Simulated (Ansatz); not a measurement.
CH4BrClSi

Input

```
crystal:
  periodic: [false, false, false]
  atoms:
    - {symbol: C, position_ang: [0.756286, 0.073613, -0.025456]}
    - {symbol: Br, position_ang: [-2.055279, -1.427771, -1.061438]}
    - {symbol: Cl, position_ang: [-1.148061, -1.036347, 2.318158]}
    - {symbol: Si, position_ang: [-1.032021, -0.134323, 0.452497]}
    - {symbol: H, position_ang: [1.255209, -0.906334, -0.069953]}
    - {symbol: H, position_ang: [0.832940, 0.552204, -1.014445]}
    - {symbol: H, position_ang: [1.276912, 0.700733, 0.715909]}
    - {symbol: H, position_ang: [-1.779233, 1.143374, 0.521097]}
basis:
  gaussian: {orbitals: def2-TZVPD}
hamiltonian: {xc: {name: PBE0}}
output: {forces: true, orbitals: {seedname: orbitals}}
```

Run with:

```sh
ansatz run input.yaml --threads 2 --pin off --max-ram 4350MiB --events-out events.jsonl --progress --plain --runs-dir runs
```

Geometry: B3LYP-D3(BJ)/def2-SVP.

All numbers below come from Ansatz 0.2.0, isolated molecule in a Gaussian basis; Kohn-Sham density functional theory, functional PBE0.

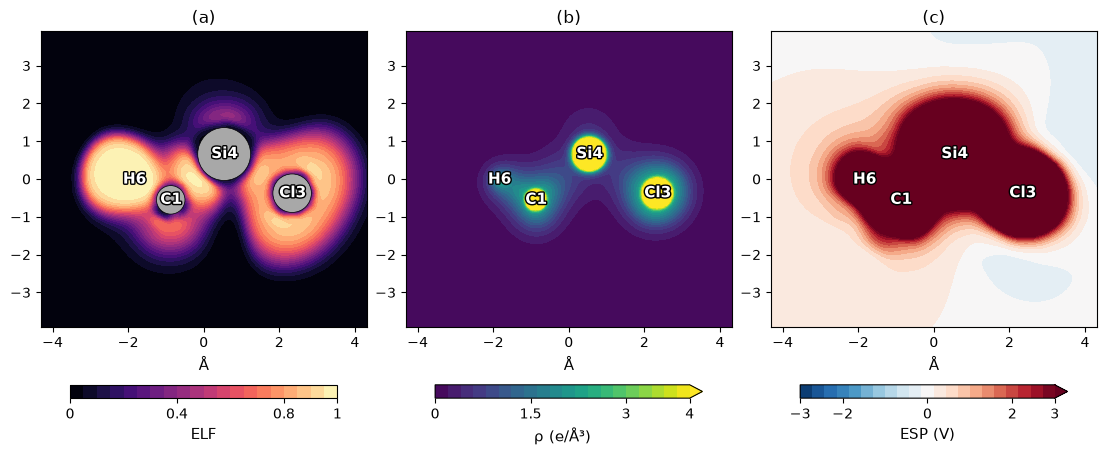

Figure 1. (a) electron localisation function; (b) total electron density; (c) molecular electrostatic potential on the plane of atoms Si4, C1 and H6. Grey discs cover the atomic cores in the ELF map.

### What does the map show?

The section cuts through C, Cl, Si and H sites. C–Si (1.86 Å): the density is about 0.99 e/Å³ at the midpoint; the ELF peaks at about 0.95 between the atoms (a covalent bond). Si–Cl (2.08 Å): ρ at the midpoint is about 0.88 e/Å³; the ELF peaks at about 0.85 between the atoms (a polar covalent bond). C–H (1.10 Å): ρ at the midpoint is about 1.9 e/Å³; the ELF climbs to about 1 towards the hydrogen, as it does in any bond to H: a covalent bond by its length. The ELF also peaks beside Cl3, away from the bonds: lone-pair regions. Outside the dense part of the molecule the potential is most negative (−0.4 V) near Cl3.

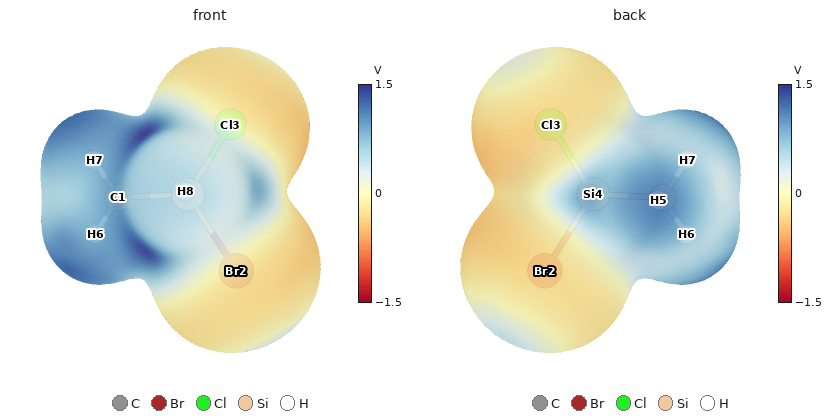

Figure 2. The electrostatic potential painted on the density surface at 0.002 e/bohr³, seen from the front and from behind; the colour scale runs from red (negative) to blue (positive).

### Where is the surface potential most negative and most positive?

The most negative region (about −0.5 V) lies over Br2 and Cl3, the most positive (about +1.4 V) over Si4. Br2 shows a σ-hole: about +0.4 V at the tip opposite its bond, against about −0.3 V on its flanks. Cl3 shows a σ-hole: about +0.2 V at the tip opposite its bond, against about −0.3 V on its flanks.

### How polar is the molecule by this calculation?

Its dipole moment is 2.08 D.

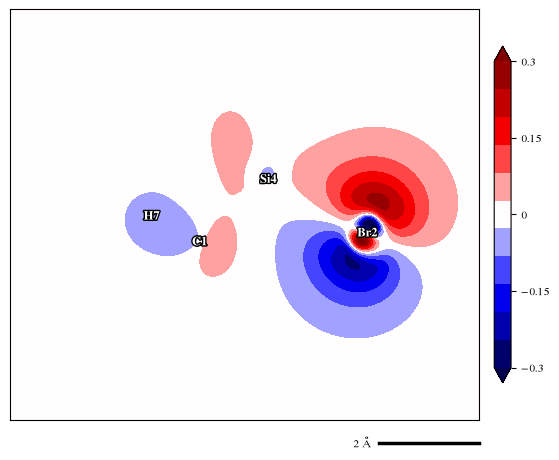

Figure 3. The HOMO−1 on the plane of atoms C1, Si4 and Br2 (values in Å⁻³ᐟ²; the overall sign is arbitrary).

### Describe this orbital and give its energy.

By Hirshfeld shares it lies mainly on Br2 (about 80 %) and Cl3 (about 15 %); largely a lone pair of Br2. Its energy is −8.64 eV.
